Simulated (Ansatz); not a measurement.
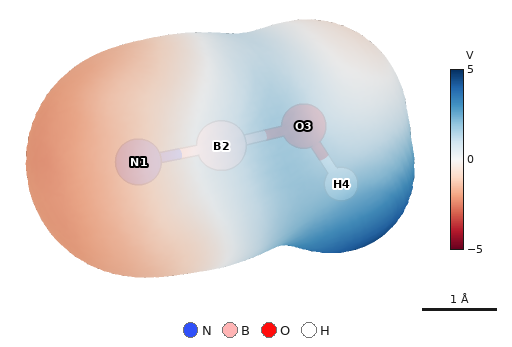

*BHNO (doublet). The molecular electrostatic potential painted on the density surface at 0.004 e/bohr³, seen at a tilt; the colour scale runs from red (negative) to blue (positive).*

Method: UKS PBE-D4/def2-SVP in Ansatz.

The calculation's input:

```
crystal:
  periodic: [false, false, false]
  atoms:
    - { symbol: "N", position_ang: [-1.664, 0.5315, 0.06979] }
    - { symbol: B, position_ang: [-0.4339, 0.23642, -0.08392] }
    - { symbol: O, position_ang: [0.82519, -0.05274, -0.25274] }
    - { symbol: H, position_ang: [-0.11806, -0.64676, 0.61547] }
magnetization:
  spin_polarized: true
  initial_magnetization: 1
basis:
  gaussian: { orbitals: def2-SVP }
hamiltonian:
  xc: pbe
  dispersion: d4
relax:
  f_tol: 0.02
  max_steps: 50
output:
  orbitals: {}
```

Run with:

```sh
ansatz run input.yaml --threads 1 --pin off --max-ram 2048MiB --backend cpu --events-out ev --progress --plain --runs-dir out
```

The fields are those of the relaxed geometry.

**Which sites attract a positive test charge, and which a negative one?**

A positive charge is drawn to the negative regions and a negative charge to the positive ones. The most negative region (about −2.2 V) lies over N1, the most positive (about +4.5 V) over H4. N1 is the likeliest acceptor of a hydrogen bond.
